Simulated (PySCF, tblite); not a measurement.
# 3,3,3-trifluoropropanal (C₃H₃F₃O): dynamics, then NMR shifts on frames

Aim: move 3,3,3-trifluoropropanal (C₃H₃F₃O) (`O=CCC(F)(F)F`) away from its starting geometry and see how NMR shifts follow the geometry.

Programs: tblite 0.8.0 and PySCF 2.14.0, with density-fitted response routines of our own. Each step states its level of theory. These are calculated values for one molecule in the gas phase, unless marked as measured. Atoms are numbered from 0 throughout.

## Step 1: The molecule as given

10 atoms, charge 0, multiplicity 1; geometry from: GFN2-xTB.

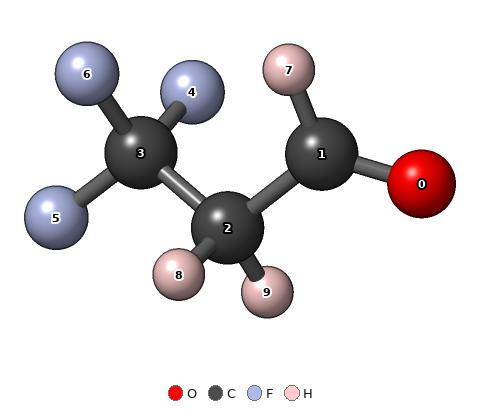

The starting geometry (oxygen red, carbon dark grey, fluorine light blue, hydrogen pink), atoms numbered; sticks join atoms by distance.

## Step 2: Dynamics with GFN2-xTB

Job settings and geometry (Å):

```
{"job": {"kind": "md", "xc": "GFN2-xTB", "basis": "xTB", "temperature": 300, "steps": 2000, "every": 50, "frames": 5}, "charge": 0, "multiplicity": 1}
O      2.335958     0.857464    -0.101818
C      1.172365     0.820313     0.152672
C      0.363806    -0.461363     0.240452
C     -1.046531    -0.276711    -0.286764
F     -1.066608     0.072198    -1.578413
F     -1.768450    -1.399819    -0.177969
F     -1.715569     0.676156     0.378904
H      0.583938     1.729335     0.369066
H      0.292831    -0.749461     1.293661
H      0.857141    -1.263458    -0.312319
```

Method: GFN2-xTB Langevin dynamics, gas phase.

Command:

```console
$ OMP_NUM_THREADS=1 python probes_run.py task.json out
```

This one command runs all jobs of the session in turn.

What it wrote:

```text
t/fs     T/K      E/eV
    0.0   254.2   -712.88373
   25.0   102.9   -712.59187
   50.0   246.8   -712.72806
   75.0   259.2   -712.70028
  100.0   176.8   -712.67261
  125.0   225.7   -712.67556
  150.0   148.6   -712.62137
  175.0   164.9   -712.58264
  200.0   275.0   -712.57337
  225.0   305.2   -712.59587
  250.0   337.4   -712.56637
  275.0   268.4   -712.59754
  300.0   259.0   -712.57349
  325.0   302.0   -712.61461
  350.0   304.6   -712.62308
  375.0   269.5   -712.76637
  400.0   176.0   -712.63968
  425.0   267.6   -712.61771
  450.0   263.9   -712.65458
  475.0   168.9   -712.62222
  500.0   173.0   -712.68825
  525.0   277.5   -712.51694
  550.0   310.5   -712.68310
  575.0   199.5   -712.65798
  600.0   219.3   -712.54413
  625.0   402.6   -712.59651
  650.0   296.3   -712.57705
  675.0   305.2   -712.60555
  700.0   295.9   -712.51855
  725.0   417.4   -712.69697
  750.0   320.7   -712.56195
  775.0   330.7   -712.41652
  800.0   329.4   -712.45774
  825.0   400.9   -712.63922
  850.0   393.6   -712.70634
  875.0   323.4   -712.64461
  900.0   252.5   -712.62723
  925.0   405.6   -712.69986
  950.0   378.5   -712.63425
  975.0   254.3   -712.50539
 1000.0   264.3   -712.50327
```

Wall time 5.9 s (1 thread, shared host).

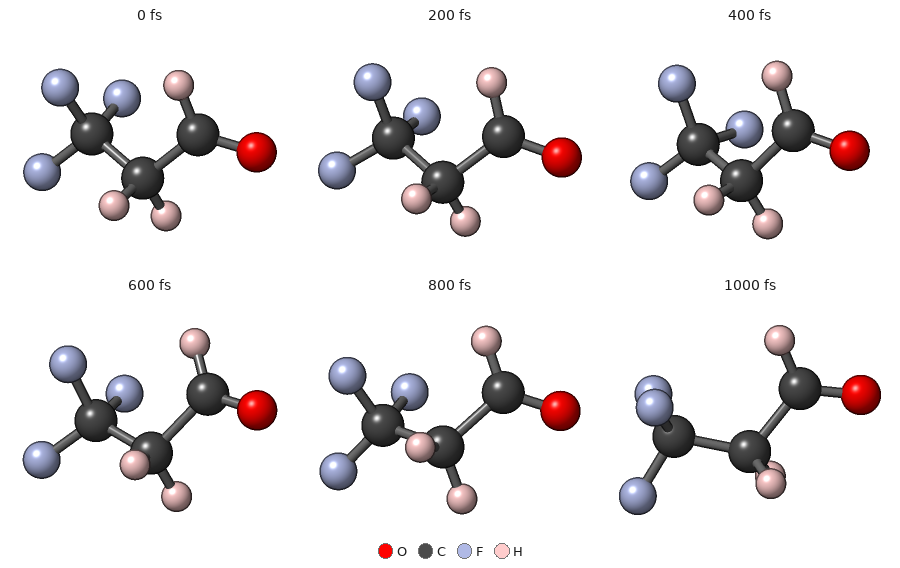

Frames of the run.

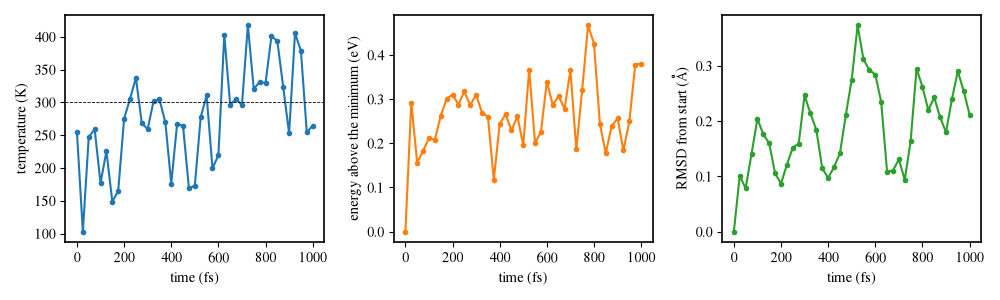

Temperature, potential energy and distance from the start.

Positions (Å) and forces (eV/Å) at 1000 fs:

```xyz
10

O     1.285    1.552   -0.887   -0.255   -0.292   -0.229
C     0.237    1.418   -0.331    0.052   -0.002    0.965
C    -0.196    0.043    0.290    2.434    1.135   -1.315
C    -1.606   -0.075    0.781    1.393   -0.825    1.278
F    -2.519    0.177   -0.079   -1.379    0.298   -1.912
F    -1.836   -1.349    1.219    0.031    0.580    0.205
F    -1.829    0.792    1.772    0.023   -0.067    0.771
H    -0.351    2.316   -0.065   -0.395   -0.317   -0.089
H     0.639   -0.050    1.048   -1.327   -0.299   -0.181
H     0.086   -0.647   -0.528   -0.576   -0.212    0.508
```

## Step 3: NMR shieldings: 250 fs, PBE0/pcSseg-1

Job settings and geometry (Å):

```
{"job": {"kind": "nmr", "xc": "PBE0", "basis": "pcSseg-1", "pop": false}, "charge": 0, "multiplicity": 1}
O      2.058000     0.779400    -0.222200
C      0.984500     0.836700     0.209400
C      0.181200    -0.487300     0.436100
C     -1.124900    -0.347300    -0.248600
F     -0.905300    -0.269500    -1.516000
F     -1.938600    -1.417600    -0.002000
F     -1.816300     0.718600     0.095000
H      0.427200     1.740000     0.467400
H     -0.051100    -0.608700     1.476900
H      0.644200    -1.435100     0.040200
```

With the program's defaults for keys left out, this is: GIAO PBE0/pcSseg-1 NMR shielding, non-relativistic, gas phase.

What it wrote:

```text
coarse grid: 9464 points
cycle   1  E = -490.0409085179  dE =  1.351e+00  |g| = 1.105e+00  |ddm| = 2.737e+00
cycle   2  E = -489.5799780273  dE =  4.609e-01  |g| = 1.967e+00  |ddm| = 1.904e+00
cycle   3  E = -490.2447158358  dE = -6.647e-01  |g| = 2.369e-01  |ddm| = 1.449e+00
cycle   4  E = -490.2542075977  dE = -9.492e-03  |g| = 8.038e-02  |ddm| = 1.701e-01
cycle   5  E = -490.2551985582  dE = -9.910e-04  |g| = 1.669e-02  |ddm| = 4.702e-02
cycle   6  E = -490.2552510497  dE = -5.249e-05  |g| = 5.022e-03  |ddm| = 1.329e-02
cycle   7  E = -490.2552557272  dE = -4.677e-06  |g| = 1.128e-03  |ddm| = 3.820e-03
final grid: 95760 points
cycle   8  E = -490.3263043068  dE = -2.097e-05  |g| = 1.206e-02  |ddm| = 1.915e-02
cycle   9  E = -490.3262366286  dE =  6.768e-05  |g| = 2.291e-02  |ddm| = 1.956e-02
cycle  10  E = -490.3263301609  dE = -9.353e-05  |g| = 1.179e-03  |ddm| = 1.336e-02
cycle  11  E = -490.3263304155  dE = -2.546e-07  |g| = 2.892e-04  |ddm| = 8.978e-04
cycle  12  E = -490.3263304266  dE = -1.112e-08  |g| = 8.356e-05  |ddm| = 1.912e-04
cycle  13  E = -490.3263304276  dE = -1.065e-09  |g| = 2.296e-05  |ddm| = 6.281e-05
cycle  14  E = -490.3263304277  dE = -9.902e-11  |g| = 7.137e-06  |ddm| = 1.882e-05
converged SCF energy = -490.3263304277

GIAO shielding tensors (ppm)
atom      isotropic    diamagn.    paramagn.     s11        s22        s33       span
  0 O     -366.058     397.087    -763.145  -1013.183   -437.888    352.897   1366.080
  1 C        0.828     248.384    -247.556    -90.018      0.008     92.493    182.510
  2 C      131.352     253.381    -122.029    112.555    125.738    155.763     43.208
  3 C       58.200     242.638    -184.438     54.608     58.250     61.741      7.133
  4 F      259.913     474.553    -214.639    187.874    281.905    309.961    122.088
  5 F      239.283     473.017    -233.733    145.491    218.120    354.240    208.749
  6 F      269.987     473.887    -203.900    194.451    286.023    329.488    135.037
  7 H       21.856      28.236      -6.380     19.314     20.173     26.081      6.767
  8 H       29.247      30.353      -1.106     27.046     28.177     32.517      5.471
  9 H       28.015      29.278      -1.262     25.423     27.344     31.280      5.856
```

Wall time 9.7 s (1 thread, shared host).

The references, computed at this level on geometries of the same kind, shield at (ppm): 1H TMS 31.72, 13C TMS 186.9, 19F CFCl3 170.9, 17O H2O 336.1. Their shielding less the atom's gives the shift. The references are single molecules in the gas phase, so shifts against H2O, NH3, PH3, H3PO4 or CFCl3 are not on the usual liquid scales and can be off by tens of ppm. Each atom is listed at this fixed geometry, with no averaging over motion; a spectrum would average atoms that exchange fast.

| atoms | environment | σ (ppm) | δ (ppm) |
| --- | --- | --- | --- |
| C1 | aldehyde carbonyl carbon | 0.8 | 186.1 |
| C3 | CF3 carbon | 58.2 | 128.7 |
| C2 | sp3 CH2 α to a carbonyl | 131.4 | 55.6 |
| H7 | hydrogen on an aldehyde carbonyl carbon | 21.86 | 9.86 |
| H9 | hydrogen on an sp3 CH2 α to a carbonyl | 28.02 | 3.70 |
| H8 | hydrogen on an sp3 CH2 α to a carbonyl | 29.25 | 2.47 |
| O0 | aldehyde oxygen | -366.1 | 702.1 |
| F5 | fluorine of a CF3 group | 239.3 | -68.3 |
| F4 | fluorine of a CF3 group | 259.9 | -89.0 |
| F6 | fluorine of a CF3 group | 270.0 | -99.0 |

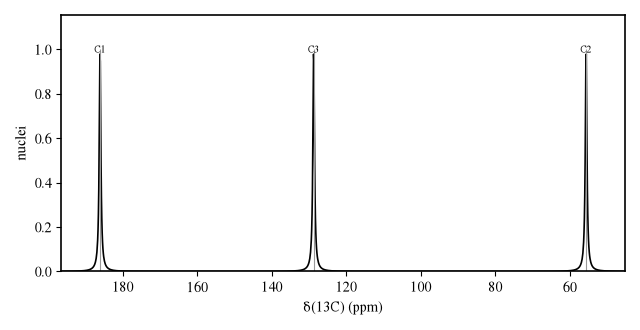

13C lines at the computed shifts, without couplings. Lines are broadened to a width of 0.52 ppm (Lorentzian).

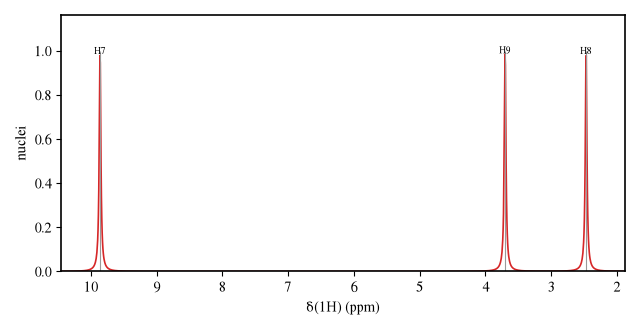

1H lines at the computed shifts, without couplings. Lines are broadened to a width of 0.03 ppm (Lorentzian).

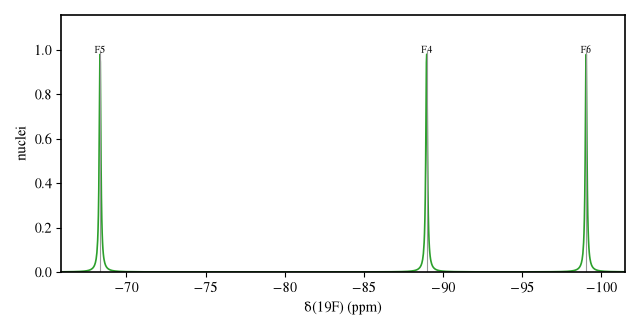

19F lines at the computed shifts, without couplings. Lines are broadened to a width of 0.12 ppm (Lorentzian).

## Step 4: Nuclear shieldings: 425 fs, PBE0/pcSseg-1

Job settings and geometry (Å):

```
{"job": {"kind": "nmr", "xc": "PBE0", "basis": "pcSseg-1", "pop": false}, "charge": 0, "multiplicity": 1}
O      2.093500     0.861500     0.303400
C      0.930500     0.754600     0.210300
C      0.180900    -0.599100     0.415400
C     -1.112800    -0.611000    -0.405400
F     -0.790500    -0.599100    -1.709900
F     -1.808400    -1.661400    -0.261500
F     -1.937400     0.454700    -0.110600
H      0.267900     1.552800    -0.194400
H     -0.061300    -0.735700     1.502500
H      0.886100    -1.397600     0.166400
```

Level: GIAO PBE0/pcSseg-1 NMR shielding, non-relativistic, gas phase.

What it wrote:

```text
coarse grid: 9464 points
cycle   1  E = -490.0347197913  dE =  1.227e+00  |g| = 1.119e+00  |ddm| = 2.726e+00
cycle   2  E = -489.5208378156  dE =  5.139e-01  |g| = 2.046e+00  |ddm| = 2.220e+00
cycle   3  E = -490.2454794182  dE = -7.246e-01  |g| = 2.468e-01  |ddm| = 1.739e+00
cycle   4  E = -490.2557684209  dE = -1.029e-02  |g| = 8.732e-02  |ddm| = 1.884e-01
cycle   5  E = -490.2569497456  dE = -1.181e-03  |g| = 1.877e-02  |ddm| = 5.439e-02
cycle   6  E = -490.2570133582  dE = -6.361e-05  |g| = 5.596e-03  |ddm| = 1.415e-02
cycle   7  E = -490.2570188616  dE = -5.503e-06  |g| = 1.360e-03  |ddm| = 4.225e-03
final grid: 95760 points
cycle   8  E = -490.3282071795  dE = -2.060e-05  |g| = 1.191e-02  |ddm| = 2.003e-02
cycle   9  E = -490.3281379864  dE =  6.919e-05  |g| = 2.296e-02  |ddm| = 2.150e-02
cycle  10  E = -490.3282324330  dE = -9.445e-05  |g| = 1.279e-03  |ddm| = 1.485e-02
cycle  11  E = -490.3282327182  dE = -2.852e-07  |g| = 2.954e-04  |ddm| = 9.009e-04
cycle  12  E = -490.3282327297  dE = -1.143e-08  |g| = 8.315e-05  |ddm| = 1.950e-04
cycle  13  E = -490.3282327308  dE = -1.143e-09  |g| = 2.383e-05  |ddm| = 6.676e-05
cycle  14  E = -490.3282327309  dE = -1.040e-10  |g| = 7.495e-06  |ddm| = 2.013e-05
converged SCF energy = -490.3282327309

GIAO shielding tensors (ppm)
atom      isotropic    diamagn.    paramagn.     s11        s22        s33       span
  0 O     -364.521     396.376    -760.897  -1008.944   -446.676    362.058   1371.002
  1 C       -6.473     249.261    -255.734    -93.973    -16.503     91.057    185.030
  2 C      131.391     253.859    -122.468    115.842    124.181    154.151     38.308
  3 C       55.231     240.147    -184.916     50.397     54.751     60.545     10.148
  4 F      241.363     474.821    -233.458    153.372    237.453    333.263    179.891
  5 F      264.665     468.598    -203.933    205.088    284.061    304.846     99.758
  6 F      241.614     474.799    -233.185    148.334    225.263    351.246    202.912
  7 H       21.589      28.413      -6.823     19.248     19.906     25.613      6.365
  8 H       28.196      28.621      -0.425     25.314     27.277     31.998      6.684
  9 H       28.559      29.967      -1.408     25.860     28.067     31.751      5.891
```

It took 9.2 s on 1 thread, shared host.

This run: δ C1 193.4, C3 131.7, C2 55.5, O0 700.6, H7 10.13, H8 3.52 ppm.

[end of part 1 of 2]
